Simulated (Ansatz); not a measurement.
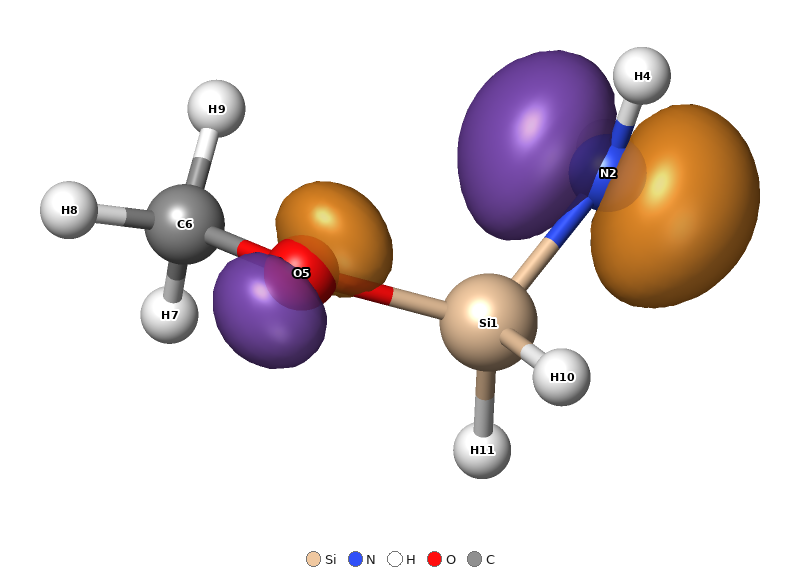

*CH7NOSi. The HOMO at ±0.2 Å⁻³ᐟ² (orange and purple are the two phases), seen at a tilt.*

Level of theory: RKS B3LYP-D4/6-31G* in Ansatz.

The calculation's input:

```
crystal:
  periodic: [false, false, false]
  atoms:
    - { symbol: Si, position_ang: [0.0, 0.0, 0.0] }
    - { symbol: "N", position_ang: [0.0, 0.0, 1.82] }
    - { symbol: H, position_ang: [-0.877, -0.2713, 2.35] }
    - { symbol: H, position_ang: [0.877, 0.2713, 2.35] }
    - { symbol: O, position_ang: [1.5842, 0.0, -0.5594] }
    - { symbol: C, position_ang: [2.3503, -1.1632, -0.836] }
    - { symbol: H, position_ang: [1.7187, -1.9052, -1.3675] }
    - { symbol: H, position_ang: [3.2179, -0.8926, -1.4733] }
    - { symbol: H, position_ang: [2.7141, -1.6023, 0.1163] }
    - { symbol: H, position_ang: [-0.6877, 1.1914, -0.4862] }
    - { symbol: H, position_ang: [-0.6877, -1.1914, -0.4862] }
basis:
  gaussian: { orbitals: "6-31G*" }
hamiltonian:
  xc: b3lyp
  dispersion: d4
relax:
  f_tol: 0.02
  max_steps: 40
output:
  orbitals: {}
```

Command:

```sh
ansatz run input.yaml --threads 1 --pin off --max-ram 2048MiB --backend cpu --events-out ev --progress --plain --runs-dir out
```

The fields are those of the run's last geometry, not of the input's.

### What is the character of this orbital?

It lies mainly on N2 (about 60 %) and O5 (about 15 %). Its energy is −6.98 eV.
